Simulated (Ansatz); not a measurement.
## Electronic structure of C$_{2}$H$_{6}$F$_{2}$GaN in real space

Input file:

```
crystal:
  periodic: [false, false, false]
  atoms:
    - {symbol: C, position_ang: [-0.644881, -0.664240, 1.088444]}
    - {symbol: N, position_ang: [-0.008067, 0.023213, -0.008670]}
    - {symbol: C, position_ang: [1.142602, -0.654907, -0.554469]}
    - {symbol: Ga, position_ang: [-0.599072, 1.588025, -0.642744]}
    - {symbol: F, position_ang: [0.181027, 2.403912, -1.968847]}
    - {symbol: F, position_ang: [-1.990703, 2.392423, 0.027397]}
    - {symbol: H, position_ang: [0.050725, -0.803141, 1.927020]}
    - {symbol: H, position_ang: [-0.998030, -1.658357, 0.782798]}
    - {symbol: H, position_ang: [-1.504442, -0.100524, 1.455007]}
    - {symbol: H, position_ang: [1.576963, -0.084455, -1.377209]}
    - {symbol: H, position_ang: [0.873384, -1.648599, -0.937225]}
    - {symbol: H, position_ang: [1.920475, -0.793350, 0.208498]}
basis:
  gaussian: {orbitals: def2-TZVPP}
hamiltonian: {xc: pbe0, dispersion: d4}
output: {orbitals: {seedname: orbitals}}
```

Command:

```sh
ansatz run in.yaml --threads 4 --pin off --events-out ev --progress --plain --max-ram 10444MiB
```

Geometry: PBE0-D4/def2-TZVP.

Method: RKS PBE0-D4/def2-TZVPP in Ansatz 0.2.0.

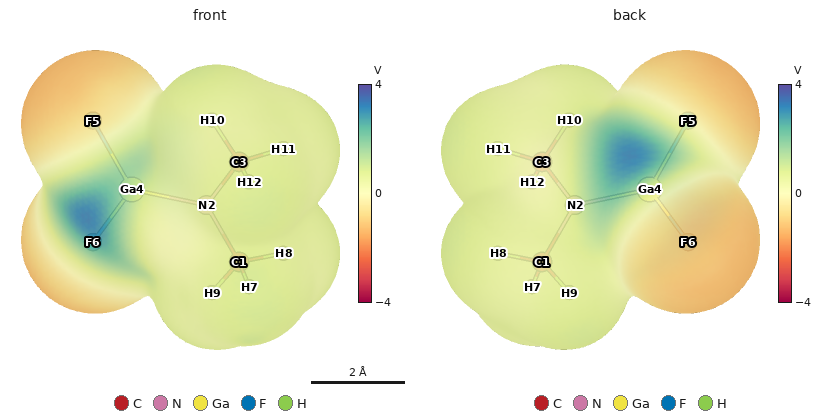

Figure 1. The electrostatic potential painted on the density surface at 0.002 e/bohr³, seen from the front and from behind; the colour scale runs from red (negative) to blue (positive).

Q: Where is the surface potential most negative and most positive?

A: The most negative region (about −1.3 V) lies over F5 and F6, the most positive (about +3.2 V) over Ga4.

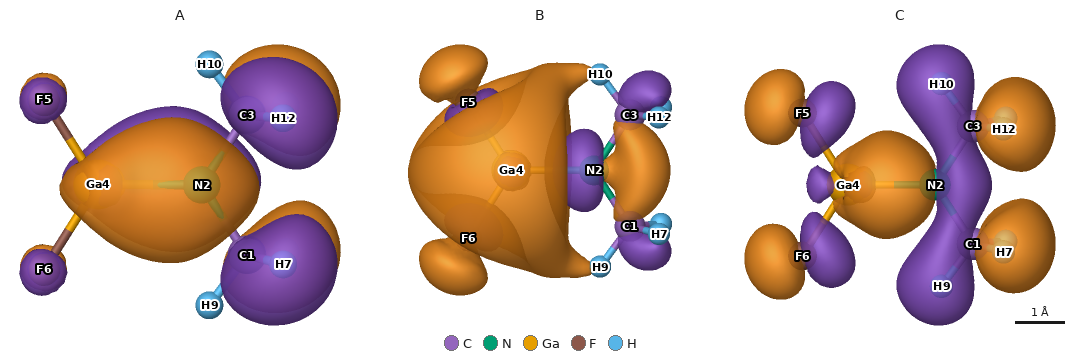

Figure 2. Three frontier orbitals at ±0.06 Å⁻³ᐟ² (orange and purple are the two phases), in no order.

Q: Order the three orbitals by energy and name them.

A: C is the HOMO−1 (−10.01 eV). It lies mainly on N2 (about 25 %), C1 (about 10 %), C3 (about 10 %), Ga4 (about 10 %), F5 (about 10 %) and F6 (about 10 %). A is the HOMO (−6.98 eV). It lies mainly on N2 (about 50 %), Ga4 (about 10 %), C1 (about 10 %) and C3 (about 10 %). B is the LUMO (−1.04 eV). It lies mainly on Ga4 (about 60 %), F5 (about 10 %), F6 (about 10 %) and N2 (about 10 %).

Q: What is the HOMO–LUMO gap?

A: 5.94 eV between the orbital energies.

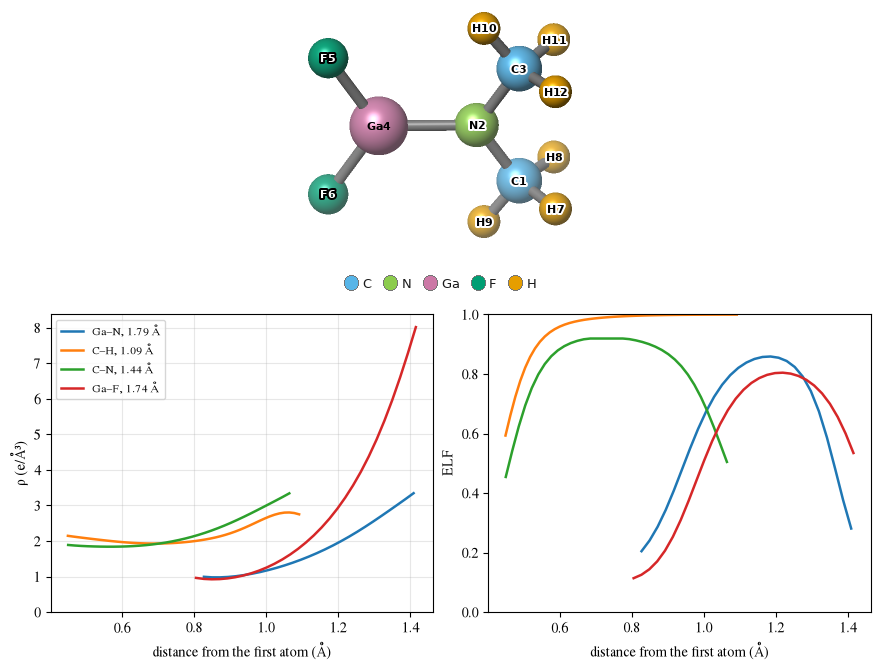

Figure 3. Electron density and ELF along straight lines between neighbouring atoms. The curves leave out the atomic cores. The structure is drawn too.

Q: Compare the contacts.

A: Ga–N (1.79 Å): ρ at the midpoint is about 0.99 e/Å³; the ELF peaks at about 0.85 in the valence shell of N, 0.6 Å from its nucleus, and is about 0.35 at the midpoint.
C–H (1.09 Å): the density is about 2 e/Å³ at the midpoint; the ELF climbs to about 1 towards the hydrogen, as it does in any bond to H; an ordinary covalent bond to hydrogen.
C–N (1.44 Å): ρ at the midpoint is about 2 e/Å³; the ELF peaks at about 0.90 between the atoms (a shared electron pair).
Ga–F (1.74 Å): the density is about 0.93 e/Å³ at the midpoint; the ELF peaks at about 0.80 in the valence shell of F, 0.5 Å from its nucleus, and is about 0.15 at the midpoint.
